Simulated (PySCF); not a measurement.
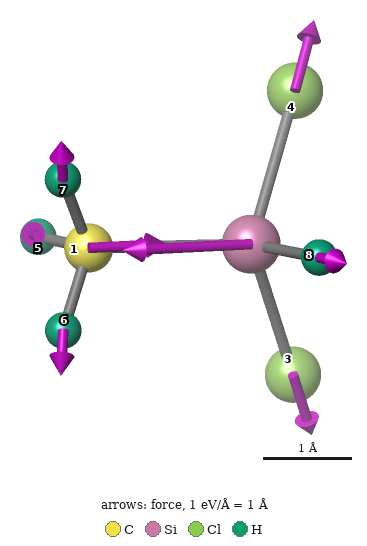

Starting geometry of CH4Cl2Si with the computed forces as purple arrows. The picture is a ball-and-stick view, seen at a tilt.

The start comes from GFN2-xTB.

Computed with PBE0-D3(BJ)/def2-SVP geometry optimisation, gas phase (PySCF). 

What follows when this structure is relaxed?

Answer. It isn't relaxed: the largest force vector, on the Si atom, is 1.61 eV/Å. The final displacements follow the starting forces only in part (cosine between the two patterns 0.70). After 3 geometry steps the energy has fallen by 1.78 kcal/mol. The atom that moves furthest after the best rigid fit is a Cl atom (0.044 Å). Largest moves by element: Cl 0.044 Å, H 0.037 Å, Si 0.037 Å, C 0.007 Å. Among the contacts that change: Cl–Si 2.021 → 2.065 Å, C–Si 1.897 → 1.854 Å, H–Si 1.457 → 1.484 Å, C–H 1.086 → 1.101 Å. The run took 7.1 s on 1 thread of AMD EPYC 9R45 96-Core Processor, with other jobs on the host.
